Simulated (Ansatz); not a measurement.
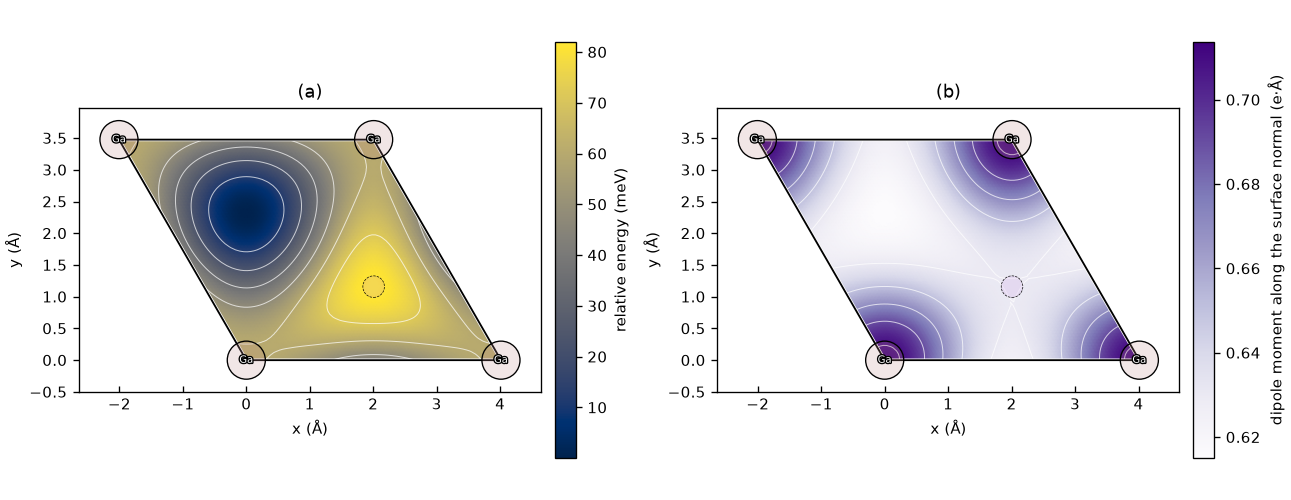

N₂ on a GaAs(111) slab cut from the F-43m phase, its upper half relaxed before the scan (16 atoms of substrate and one adsorbate in a 2 × 2 cell). N2 is moved over the surface cell at a fixed height above a rigid substrate; the origin of the map has the adsorbate above Ga13; the height is held at 2.90 Å. Places are given modulo a cell vector. The map is drawn in real space over the plane of the surface. The grid has 6 × 6 points; 10 points were computed and 26 follow by symmetry. Places are given in fractions of the 1 × 1 surface cell. Energies are in meV, from the lowest grid point. At a fixed height the lowest place need not be the adsorption site. The calculation used Ansatz, DFT PBE+D3(BJ), scalar-relativistic, plane waves, PAW. Settings: cutoff 420 eV, k-mesh 6×6×1, gaussian smearing 0.05 eV, no spin polarisation.

Panel (a) is the energy; panel (b) is the computed dipole moment along the surface normal, in e·Å.

Drawn: a smooth colour map with a few white contour lines, labelled circles for the atoms of the top layer and small ones for the second layer, the outline of one cell of the plane. Between grid points the surface is interpolated.

**How does the dipole moment along the surface normal vary over the map, and what is it at the lowest grid point?**

It runs from 0.61 e·Å at a threefold hollow, (2/6, 4/6) of the cell vectors to 0.71 e·Å at the top site over a surface Ga atom, (0/6, 0/6) of the cell vectors. At the lowest grid point, a threefold hollow, (2/6, 4/6) of the cell vectors, it is 0.61 e·Å.

| second ↓, first → | 0/6 | 1/6 | 2/6 | 3/6 | 4/6 | 5/6 |
| --- | --- | --- | --- | --- | --- | --- |
| 5/6 | 0.69 | 0.65 | 0.62 | 0.62 | 0.65 | 0.69 |
| 4/6 | 0.64 | 0.62 | 0.61 | 0.62 | 0.64 | 0.66 |
| 3/6 | 0.63 | 0.62 | 0.62 | 0.63 | 0.63 | 0.63 |
| 2/6 | 0.64 | 0.65 | 0.64 | 0.63 | 0.63 | 0.63 |
| 1/6 | 0.69 | 0.69 | 0.66 | 0.63 | 0.63 | 0.66 |
| 0/6 | 0.71 | 0.69 | 0.64 | 0.63 | 0.64 | 0.69 |
